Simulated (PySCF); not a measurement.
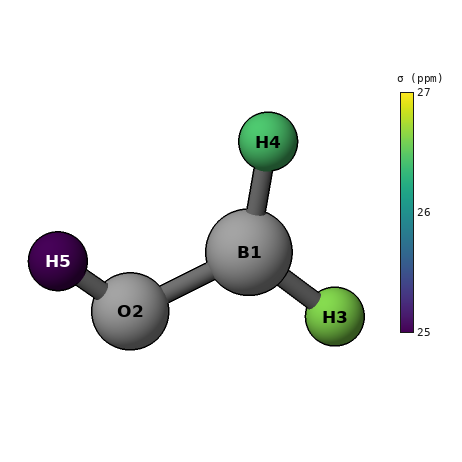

Atoms are coloured by their isotropic NMR shieldings (H only, the others grey). The computed structure is the end point of a GFN2-xTB optimisation. No frequency run is at hand to confirm it as a minimum. Properties computed with GIAO PBE0/pcSseg-1 NMR shielding, non-relativistic, gas phase (PySCF 2.14.0).

List the isotropic NMR shieldings of the H atoms.

```json
{"atom": "H3", "σ (ppm)": "26.62"}
{"atom": "H4", "σ (ppm)": "26.43"}
{"atom": "H5", "σ (ppm)": "25.02"}
```

The geometry is semi-empirical. Around B such bond lengths and angles can be off by a tenth of an ångström or more and by several degrees, and values that hang on the shape move with them.
